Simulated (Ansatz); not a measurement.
Start from RbBr in the rock salt structure (space group Fm-3m, No. 225; a = 6.843 Å).

The change: an isotropic linear strain of +2.50 %, atoms relaxed at fixed cell.

Calculations: PBEsol (Ansatz, a quantum-chemistry and plane-wave program; PAW; 420 eV plane waves; no spin-orbit coupling).

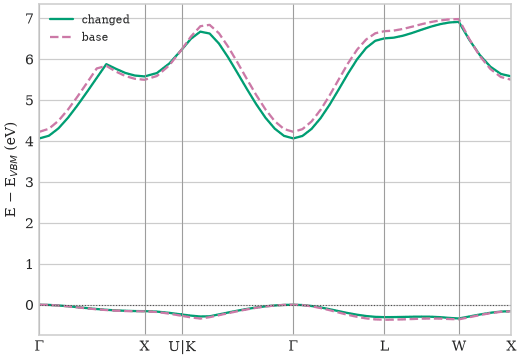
Figure: Highest valence and lowest conduction band along the path, each from its own valence-band maximum

**Question.** From the figure, how large is the changed gap, and is it direct?

**Answer.** About 4.1 eV, direct at Γ.

Semilocal Kohn–Sham gaps tend to fall short of experiment. Whether these cells are dynamically stable was not tested.
